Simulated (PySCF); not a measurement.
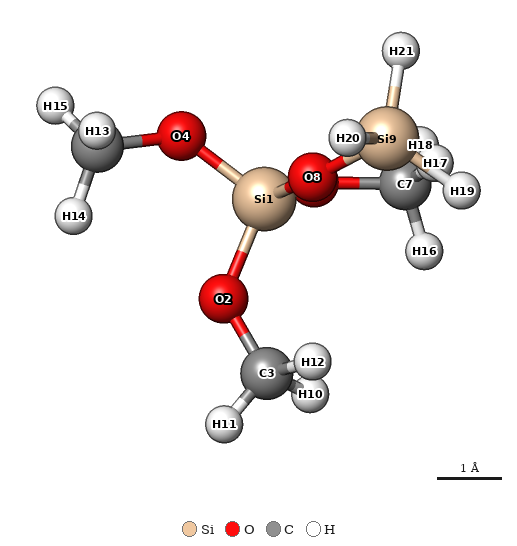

Fig. 1: The input geometry (ball-and-stick view, seen at a tilt; atoms are numbered from 1 in the order of the input).

# Run report: C3H12O4Si2, geometry relaxation (part 1 of 2)

System: C3H12O4Si2 ((OMe)3Si-O-SiH3).
Method: PBE0-D3(BJ)/def2-SVP geometry optimisation, gas phase (PySCF 2.14.0).

It belongs to a series of runs on one base structure; here: OMe, O.

Input
```
{"job": {"xc": "PBE0", "basis": "def2-SVP", "d3": "d3bj", "grid": 1, "maxiter": 40, "shake": 0.03, "kind": "geom"}, "charge": 0, "multiplicity": 1}
Si    -0.295220    -0.200390    -0.437080
O     -1.633810     0.427750     0.400410
C     -1.833830     0.485320     1.775900
O     -0.533490     0.205010    -2.008940
C     -1.228320     1.339020    -2.552780
O     -0.192670    -1.715170    -0.474680
C      0.629680    -2.538240     0.368190
O      1.022690     0.621250     0.118690
Si     2.530890     0.745180     0.586220
H     -1.969630    -0.514340     2.232040
H     -2.656410     1.124890     2.038760
H     -0.863520     0.906180     2.298630
H     -0.613900     2.232990    -2.476560
H     -2.185130     1.612480    -1.960120
H     -1.462940     1.133090    -3.568370
H      0.050040    -2.737680     1.302800
H      1.536280    -1.993880     0.637070
H      0.805580    -3.433430    -0.155390
H      2.673350     0.128820     1.877780
H      2.722600     2.187400     0.531330
H      3.311020    -0.000250    -0.463490
```

The first line tells a small driver script what to run in PySCF; the rest is the geometry in Å.

Machine: 2 CPU threads, shared host.

Command:
```bash
OMP_NUM_THREADS=2 python <driver script> task.json out
```

What the program printed
```
step   0  E = -1000.36687774  max force = 0.128200
step   1  E = -1000.40191183  max force = 0.035511
step   2  E = -1000.40410329  max force = 0.012856
step   3  E = -1000.40444159  max force = 0.002223
step   4  E = -1000.40448461  max force = 0.001161
step   5  E = -1000.40452458  max force = 0.001489
step   6  E = -1000.40455741  max force = 0.002423
step   7  E = -1000.40459063  max force = 0.003030
step   8  E = -1000.40465283  max force = 0.002066
step   9  E = -1000.40473571  max force = 0.001085
step  10  E = -1000.40486838  max force = 0.003432
step  11  E = -1000.40500503  max force = 0.003749
step  12  E = -1000.40607393  max force = 0.003322
step  13  E = -1000.40599346  max force = 0.005411
step  14  E = -1000.40647745  max force = 0.002513
step  15  E = -1000.40659715  max force = 0.001340
step  16  E = -1000.40665894  max force = 0.001146
step  17  E = -1000.40675715  max force = 0.001564
step  18  E = -1000.40683409  max force = 0.001653
step  19  E = -1000.40711694  max force = 0.001700
step  20  E = -1000.40720482  max force = 0.001258
step  21  E = -1000.40723378  max force = 0.000822
step  22  E = -1000.40724482  max force = 0.000487
step  23  E = -1000.40725395  max force = 0.000245
optimisation converged
```

Trajectory as extended XYZ (Å, eV, eV/Å), 23 of the 24 frames kept, from step=0 to step=23
```
21
Properties=species:S:1:pos:R:3:forces:R:3 step=0 energy=-27221.36927
Si   -0.2952   -0.2004   -0.4371   -1.9326   6.5923  -0.4481
O    -1.6338    0.4278    0.4004    0.6017  -0.5657  -0.5880
C    -1.8338    0.4853    1.7759    3.1311  -0.1277   0.6456
O    -0.5335    0.2050   -2.0089   -0.8831   0.9937  -0.4929
C    -1.2283    1.3390   -2.5528   -0.4843  -0.3968   2.8746
O    -0.1927   -1.7152   -0.4747    1.3620  -5.6163   0.9440
C     0.6297   -2.5382    0.3682   -1.9800   1.9501   0.7506
O     1.0227    0.6212    0.1187   -3.0509  -0.9826  -0.3867
Si    2.5309    0.7452    0.5862    1.5067   0.0566  -1.0498
H    -1.9696   -0.5143    2.2320   -0.2743   0.0125  -0.0833
H    -2.6564    1.1249    2.0388   -0.7527   0.5156   0.0526
H    -0.8635    0.9062    2.2986   -1.6169  -0.4551  -0.6420
H    -0.6139    2.2330   -2.4766    0.4708   0.3927  -0.1819
H    -2.1851    1.6125   -1.9601    1.1656  -0.7256  -0.8113
H    -1.4629    1.1331   -3.5684   -0.3407  -0.2445  -1.2657
H     0.0500   -2.7377    1.3028    0.4463  -0.1645  -0.3599
H     1.5363   -1.9939    0.6371    0.4672  -0.1839   0.0188
H     0.8056   -3.4334   -0.1554    0.5798  -1.5188  -0.7076
H     2.6734    0.1288    1.8778    0.4303  -0.3346   1.1046
H     2.7226    2.1874    0.5313    0.7379   0.6437   0.2885
H     3.3110   -0.0003   -0.4635    0.4161   0.1589   0.3380
21
Properties=species:S:1:pos:R:3:forces:R:3 step=1 energy=-27222.32260
Si   -0.3524   -0.1618   -0.5215   -0.6401   1.8261  -0.1269
O    -1.6418    0.4214    0.3455    0.2505  -0.2365  -0.4183
C    -1.7541    0.4855    1.7284    0.1048   0.0464   0.3319
O    -0.6316    0.2447   -2.0838    0.1483  -0.3018   0.2309
C    -1.3158    1.3736   -2.5531    0.0177  -0.0756   0.3028
O    -0.1873   -1.7513   -0.4527    0.6653  -1.6292   0.5713
C     0.6064   -2.5566    0.4125   -0.6185   0.5354  -0.5036
O     0.9648    0.6288    0.0726    0.0223  -0.2003   0.0559
Si    2.5204    0.7527    0.5900    0.4171  -0.0234  -0.0153
H    -1.8848   -0.5121    2.1895   -0.0940   0.0030  -0.0629
H    -2.6304    1.1013    1.9782   -0.0575  -0.0341   0.0827
H    -0.8735    0.9481    2.2211   -0.0352   0.0094  -0.1854
H    -0.6779    2.2742   -2.5139    0.0208  -0.0148  -0.1378
H    -2.2058    1.5734   -1.9361   -0.1114   0.0352  -0.0645
H    -1.6231    1.1765   -3.5890   -0.0189   0.1280  -0.0652
H     0.0609   -2.7831    1.3422   -0.0388  -0.0207   0.0114
H     1.5472   -2.0548    0.6834    0.1334  -0.0506  -0.0223
H     0.8227   -3.4986   -0.1066    0.1020  -0.0432   0.0120
H     2.6883    0.1103    1.9340   -0.0936   0.0786  -0.0098
H     2.9150    2.1928    0.6678   -0.0830  -0.0718   0.0248
H     3.4660    0.0510   -0.3381   -0.0912   0.0401  -0.0117
21
Properties=species:S:1:pos:R:3:forces:R:3 step=2 energy=-27222.38223
Si   -0.3644   -0.1401   -0.5138   -0.0769   0.6611   0.0247
O    -1.6578    0.4201    0.3389   -0.0130  -0.0605  -0.1693
C    -1.7634    0.4859    1.7263   -0.0787  -0.0232   0.1651
O    -0.6438    0.2363   -2.0751   -0.0076  -0.0964  -0.0209
C    -1.3224    1.3685   -2.5473    0.0692   0.0274  -0.0348
O    -0.1747   -1.7496   -0.4337    0.1643  -0.4916   0.0974
C     0.6141   -2.5375    0.4157   -0.1992   0.1533  -0.2370
O     0.9693    0.6277    0.0779   -0.0102  -0.1188   0.0352
Si    2.5347    0.7340    0.5877    0.1058  -0.0167   0.0575
H    -1.8783   -0.5158    2.1813   -0.0152   0.0116  -0.0241
H    -2.6515    1.0803    1.9964    0.0237  -0.0329  -0.0375
H    -0.8849    0.9671    2.1862    0.0898   0.0509   0.0319
H    -0.6673    2.2584   -2.5416   -0.0114  -0.0185  -0.0213
H    -2.2129    1.5953   -1.9411   -0.0461  -0.0113   0.0352
H    -1.6394    1.1809   -3.5852    0.0115   0.0116   0.0286
H     0.0724   -2.7703    1.3464    0.0226  -0.0440   0.0685
H     1.5646   -2.0441    0.6804    0.0496  -0.0356   0.0265
H     0.8444   -3.4824   -0.0997    0.0362   0.0001   0.0544
H     2.6789    0.0995    1.9382   -0.0370   0.0445  -0.0404
H     2.9300    2.1695    0.6797   -0.0373  -0.0115  -0.0063
H     3.4658    0.0321   -0.3470   -0.0400   0.0005  -0.0335
21
Properties=species:S:1:pos:R:3:forces:R:3 step=3 energy=-27222.39144
Si   -0.3719   -0.1265   -0.5072    0.1136   0.1143   0.0419
O    -1.6685    0.4225    0.3412   -0.0295   0.0023  -0.0206
C    -1.7702    0.4877    1.7332   -0.0225   0.0176   0.0587
O    -0.6482    0.2301   -2.0723    0.0012  -0.0455  -0.0382
C    -1.3151    1.3655   -2.5516   -0.0176   0.0350  -0.0441
O    -0.1736   -1.7468   -0.4251   -0.0152  -0.0838  -0.0164
C     0.6168   -2.5310    0.4138    0.0053   0.0047  -0.0299
O     0.9680    0.6277    0.0831   -0.0520  -0.0582   0.0439
Si    2.5368    0.7294    0.5872   -0.0044   0.0104  -0.0042
H    -1.8812   -0.5157    2.1835    0.0213   0.0031  -0.0052
H    -2.6652    1.0715    1.9995    0.0196   0.0033  -0.0110
H    -0.8919    0.9795    2.1910   -0.0205  -0.0210  -0.0156
H    -0.6501    2.2473   -2.5647   -0.0040  -0.0051   0.0149
H    -2.2016    1.6055   -1.9412    0.0073   0.0087  -0.0005
H    -1.6417    1.1732   -3.5853    0.0020  -0.0100   0.0187
H     0.0927   -2.7704    1.3554    0.0039   0.0029   0.0151
H     1.5767   -2.0484    0.6720    0.0040   0.0067   0.0119
H     0.8498   -3.4794   -0.0951   -0.0103   0.0032   0.0053
H     2.6753    0.1045    1.9394   -0.0013   0.0087  -0.0104
H     2.9255    2.1656    0.6743    0.0023   0.0068  -0.0072
H     3.4507    0.0244   -0.3605   -0.0032  -0.0041  -0.0071
21
Properties=species:S:1:pos:R:3:forces:R:3 step=4 energy=-27222.39261
Si   -0.3743   -0.1273   -0.5035    0.0588   0.0225  -0.0030
O    -1.6728    0.4212    0.3430   -0.0201   0.0024  -0.0043
C    -1.7735    0.4873    1.7361   -0.0063  -0.0010   0.0009
O    -0.6505    0.2228   -2.0711   -0.0102  -0.0140  -0.0176
C    -1.3089    1.3625   -2.5548    0.0033   0.0123  -0.0137
O    -0.1777   -1.7502   -0.4212   -0.0328   0.0016  -0.0279
C     0.6169   -2.5316    0.4142    0.0306  -0.0107   0.0207
O     0.9647    0.6260    0.0858   -0.0396  -0.0411   0.0597
Si    2.5339    0.7343    0.5867    0.0018   0.0211  -0.0302
H    -1.8809   -0.5162    2.1863    0.0055  -0.0002  -0.0002
H    -2.6673    1.0718    2.0027    0.0032   0.0031  -0.0054
H    -0.8946    0.9786    2.1903    0.0057   0.0013   0.0076
H    -0.6353    2.2373   -2.5744   -0.0001  -0.0001   0.0054
H    -2.1903    1.6156   -1.9426    0.0036   0.0001   0.0021
H    -1.6413    1.1665   -3.5855   -0.0004  -0.0075   0.0050
H     0.1021   -2.7644    1.3632    0.0021   0.0050   0.0023
H     1.5811   -2.0513    0.6624   -0.0026   0.0035   0.0003
H     0.8422   -3.4840   -0.0904   -0.0082   0.0016   0.0002
H     2.6771    0.1165    1.9406    0.0004   0.0009   0.0009
H     2.9178    2.1726    0.6657    0.0039   0.0015  -0.0051
H     3.4448    0.0280   -0.3632    0.0017  -0.0023   0.0023
21
Properties=species:S:1:pos:R:3:forces:R:3 step=5 energy=-27222.39369
Si   -0.3804   -0.1332   -0.4992   -0.0196  -0.0598  -0.0557
O    -1.6808    0.4171    0.3442   -0.0007   0.0034   0.0136
C    -1.7789    0.4868    1.7384    0.0216  -0.0076  -0.0408
O    -0.6562    0.2077   -2.0701   -0.0099   0.0118   0.0090
C    -1.2967    1.3563   -2.5592    0.0167  -0.0112   0.0251
O    -0.1872   -1.7585   -0.4128   -0.0271   0.0653  -0.0193
C     0.6195   -2.5314    0.4186    0.0352  -0.0107   0.0494
O     0.9563    0.6199    0.0891   -0.0051  -0.0177   0.0766
Si    2.5265    0.7434    0.5835    0.0078   0.0265  -0.0490
H    -1.8841   -0.5159    2.1902   -0.0099  -0.0011   0.0053
H    -2.6709    1.0735    2.0037   -0.0111   0.0025   0.0071
H    -0.8982    0.9777    2.1894    0.0045   0.0080   0.0065
H    -0.6064    2.2175   -2.5901    0.0033   0.0017  -0.0079
H    -2.1676    1.6323   -1.9418   -0.0015  -0.0055  -0.0012
H    -1.6412    1.1563   -3.5846   -0.0035   0.0010  -0.0109
H     0.1242   -2.7459    1.3827   -0.0008   0.0049  -0.0081
H     1.5915   -2.0531    0.6406   -0.0065  -0.0033  -0.0118
H     0.8281   -3.4932   -0.0748   -0.0026  -0.0011  -0.0023
H     2.6789    0.1370    1.9407    0.0013  -0.0036   0.0091
H     2.9005    2.1852    0.6489    0.0031  -0.0022  -0.0026
H     3.4364    0.0365   -0.3669    0.0048  -0.0013   0.0077
21
Properties=species:S:1:pos:R:3:forces:R:3 step=6 energy=-27222.39459
Si   -0.3928   -0.1471   -0.4928   -0.0954  -0.1246  -0.0959
O    -1.6954    0.4089    0.3449    0.0207   0.0012   0.0240
C    -1.7899    0.4870    1.7396    0.0341  -0.0132  -0.0678
O    -0.6669    0.1806   -2.0678   -0.0047   0.0332   0.0290
C    -1.2750    1.3441   -2.5647    0.0245  -0.0291   0.0537
O    -0.2036   -1.7740   -0.3952   -0.0042   0.1103   0.0041
C     0.6269   -2.5301    0.4295    0.0239  -0.0055   0.0529
O     0.9411    0.6079    0.0937    0.0339   0.0057   0.0879
Si    2.5130    0.7593    0.5750    0.0076   0.0245  -0.0589
H    -1.8951   -0.5132    2.1968   -0.0216  -0.0017   0.0072
H    -2.6789    1.0785    2.0029   -0.0208   0.0004   0.0147
H    -0.9064    0.9772    2.1855    0.0091   0.0159   0.0080
H    -0.5566    2.1812   -2.6139    0.0047   0.0016  -0.0180
H    -2.1280    1.6573   -1.9398   -0.0069  -0.0089  -0.0047
H    -1.6394    1.1417   -3.5823   -0.0048   0.0076  -0.0220
H     0.1686   -2.7083    1.4192   -0.0042   0.0037  -0.0143
H     1.6118   -2.0566    0.5986   -0.0070  -0.0082  -0.0194
H     0.8045   -3.5093   -0.0408    0.0024  -0.0039  -0.0033
H     2.6828    0.1699    1.9371    0.0022  -0.0045   0.0127
H     2.8680    2.2068    0.6203    0.0012  -0.0042   0.0002
H     3.4247    0.0543   -0.3754    0.0053  -0.0002   0.0098
21
Properties=species:S:1:pos:R:3:forces:R:3 step=7 energy=-27222.39549
Si   -0.4142   -0.1720   -0.4814   -0.1441  -0.1558  -0.1124
O    -1.7190    0.3952    0.3459    0.0424  -0.0013   0.0251
C    -1.8101    0.4893    1.7403    0.0302  -0.0141  -0.0674
O    -0.6840    0.1358   -2.0619    0.0040   0.0457   0.0375
C    -1.2390    1.3205   -2.5715    0.0243  -0.0385   0.0598
O    -0.2287   -1.7988   -0.3607    0.0250   0.1338   0.0311
C     0.6417   -2.5280    0.4495    0.0000  -0.0016   0.0313
O     0.9170    0.5882    0.1011    0.0636   0.0242   0.0882
Si    2.4908    0.7870    0.5581    0.0017   0.0140  -0.0586
H    -1.9201   -0.5053    2.2081   -0.0243  -0.0013   0.0070
H    -2.6950    1.0892    1.9984   -0.0219  -0.0017   0.0168
H    -0.9229    0.9789    2.1796    0.0073   0.0160   0.0036
H    -0.4786    2.1174   -2.6480    0.0033   0.0004  -0.0204
H    -2.0640    1.6895   -1.9394   -0.0113  -0.0091  -0.0062
H    -1.6313    1.1186   -3.5787   -0.0036   0.0110  -0.0247
H     0.2493   -2.6409    1.4765   -0.0052  -0.0007  -0.0135
H     1.6448   -2.0690    0.5235   -0.0042  -0.0094  -0.0181
H     0.7659   -3.5349    0.0233    0.0072  -0.0065  -0.0018
H     2.6924    0.2213    1.9258    0.0030  -0.0018   0.0114
H     2.8111    2.2432    0.5763   -0.0010  -0.0042   0.0029
H     3.4072    0.0907   -0.3942    0.0036   0.0007   0.0083
21
Properties=species:S:1:pos:R:3:forces:R:3 step=8 energy=-27222.39718
Si   -0.4295   -0.1912   -0.4715   -0.1059  -0.1062  -0.0847
O    -1.7355    0.3852    0.3468    0.0417  -0.0026   0.0117
C    -1.8286    0.4925    1.7395    0.0092  -0.0082  -0.0332
O    -0.6937    0.1032   -2.0553    0.0080   0.0321   0.0267
C    -1.2131    1.2992   -2.5751    0.0110  -0.0282   0.0324
O    -0.2436   -1.8152   -0.3296    0.0376   0.0942   0.0455
C     0.6554   -2.5269    0.4669   -0.0226   0.0015  -0.0045
O     0.9010    0.5754    0.1071    0.0461   0.0179   0.0745
Si    2.4758    0.8100    0.5421   -0.0018   0.0024  -0.0456
H    -1.9460   -0.4970    2.2166   -0.0137  -0.0004   0.0023
H    -2.7115    1.0988    1.9912   -0.0119  -0.0028   0.0087
H    -0.9401    0.9821    2.1768    0.0037   0.0089  -0.0003
H    -0.4277    2.0700   -2.6659    0.0002   0.0000  -0.0113
H    -2.0229    1.7015   -1.9434   -0.0084  -0.0057  -0.0045
H    -1.6179    1.0997   -3.5782    0.0000   0.0073  -0.0148
H     0.3147   -2.5895    1.5161   -0.0017  -0.0006  -0.0054
H     1.6684   -2.0849    0.4673    0.0013  -0.0053  -0.0101
H     0.7390   -3.5527    0.0774    0.0067  -0.0055   0.0007
H     2.7064    0.2567    1.9106    0.0017   0.0024   0.0052
H     2.7672    2.2724    0.5473   -0.0017  -0.0016   0.0031
H     3.3956    0.1267   -0.4164    0.0006   0.0005   0.0035
21
Properties=species:S:1:pos:R:3:forces:R:3 step=9 energy=-27222.39944
Si   -0.4601   -0.2286   -0.4442    0.0092   0.0109  -0.0212
O    -1.7685    0.3682    0.3523    0.0228   0.0032  -0.0184
C    -1.8728    0.5029    1.7406   -0.0329   0.0005   0.0323
O    -0.7111    0.0326   -2.0354    0.0143   0.0014   0.0032
C    -1.1598    1.2431   -2.5835   -0.0165  -0.0015  -0.0303
O    -0.2720   -1.8437   -0.2505    0.0253  -0.0057   0.0558
C     0.6898   -2.5229    0.5027   -0.0444  -0.0035  -0.0528
O     0.8700    0.5527    0.1231   -0.0122   0.0007   0.0442
Si    2.4443    0.8631    0.5055    0.0018  -0.0168  -0.0199
H    -2.0094   -0.4757    2.2353    0.0115   0.0008  -0.0048
H    -2.7523    1.1227    1.9741    0.0093  -0.0028  -0.0077
H    -0.9834    0.9918    2.1778   -0.0030  -0.0052  -0.0058
H    -0.3301    1.9632   -2.6970   -0.0054   0.0030   0.0089
H    -1.9446    1.7077   -1.9630    0.0000   0.0018  -0.0002
H    -1.5784    1.0455   -3.5821    0.0068  -0.0031   0.0072
H     0.4800   -2.4678    1.5856    0.0084   0.0047   0.0071
H     1.7108   -2.1378    0.3312    0.0110   0.0015   0.0051
H     0.6807   -3.5838    0.2103    0.0019  -0.0011   0.0063
H     2.7432    0.3310    1.8698   -0.0024   0.0073  -0.0053
H     2.6706    2.3368    0.4928   -0.0012   0.0034   0.0011
H     3.3663    0.2148   -0.4751   -0.0042   0.0004  -0.0047
21
Properties=species:S:1:pos:R:3:forces:R:3 step=10 energy=-27222.40305
Si   -0.5156   -0.2932   -0.3763    0.1558   0.1765   0.0443
O    -1.8255    0.3503    0.3733   -0.0163   0.0158  -0.0625
C    -1.9514    0.5412    1.7519   -0.0851   0.0116   0.1076
O    -0.7452   -0.1155   -1.9821    0.0312  -0.0079  -0.0221
C    -1.0494    1.1037   -2.6023   -0.0555   0.0263  -0.1093
O    -0.3323   -1.8858   -0.0657    0.0223  -0.1555   0.0985
C     0.7515   -2.5174    0.5554   -0.0776  -0.0455  -0.0906
O     0.8175    0.5154    0.1555   -0.1004  -0.0440  -0.0042
Si    2.3731    0.9785    0.4382    0.0213  -0.0336   0.0035
H    -2.1258   -0.4139    2.2798    0.0439   0.0047  -0.0099
H    -2.8204    1.1901    1.9462    0.0345  -0.0018  -0.0273
H    -1.0583    1.0254    2.1879   -0.0136  -0.0191  -0.0082
H    -0.1419    1.7149   -2.7544   -0.0124   0.0131   0.0331
H    -1.7791    1.6914   -2.0194    0.0141   0.0086   0.0044
H    -1.4870    0.9007   -3.5927    0.0130  -0.0151   0.0350
H     0.8687   -2.2049    1.6076    0.0222   0.0207   0.0045
H     1.7021   -2.3299    0.0265    0.0274   0.0216   0.0145
H     0.5741   -3.6035    0.5433    0.0022   0.0051   0.0117
H     2.8016    0.4940    1.7859   -0.0127   0.0090  -0.0121
H     2.4620    2.4667    0.4021   -0.0016   0.0098  -0.0007
H     3.2945    0.4077   -0.5900   -0.0126  -0.0001  -0.0100
21
Properties=species:S:1:pos:R:3:forces:R:3 step=12 energy=-27222.43585
Si   -0.4964   -0.3166   -0.1993    0.1444   0.1226  -0.0687
O    -1.8382    0.3953    0.4088   -0.0583  -0.0176   0.0643
C    -2.0873    0.6940    1.7544    0.0672   0.0279  -0.0270
O    -0.6594   -0.2976   -1.8268    0.0542  -0.1174  -0.0256
C    -0.9892    0.8234   -2.5999   -0.0352   0.0010   0.0225
O    -0.3387   -1.8514    0.3434   -0.1708  -0.0205   0.0001
C     0.8396   -2.5723    0.5494    0.1004   0.0007  -0.0784
O     0.8348    0.5261    0.2682   -0.1088   0.0218   0.0550
Si    2.3486    1.1589    0.3777    0.0381   0.0514   0.0226
H    -2.2835   -0.2183    2.3423   -0.0141  -0.0196   0.0044
H    -2.9728    1.3441    1.8126   -0.0187  -0.0156   0.0113
H    -1.2397    1.2288    2.2193   -0.0013  -0.0031   0.0033
H    -0.1424    1.5283   -2.6805    0.0166  -0.0035   0.0073
H    -1.8529    1.3680   -2.1817   -0.0005  -0.0096   0.0053
H    -1.2498    0.4868   -3.6143    0.0023   0.0023  -0.0124
H     1.6114   -1.9663    1.0557    0.0076  -0.0075   0.0403
H     1.2691   -2.9374   -0.4008   -0.0487  -0.0021   0.0040
H     0.6200   -3.4465    1.1810   -0.0125   0.0139   0.0036
H     2.9655    0.7338    1.6697    0.0215  -0.0058  -0.0111
H     2.2760    2.6500    0.3457   -0.0009  -0.0100  -0.0123
H     3.1984    0.6849   -0.7545    0.0174  -0.0092  -0.0085
```
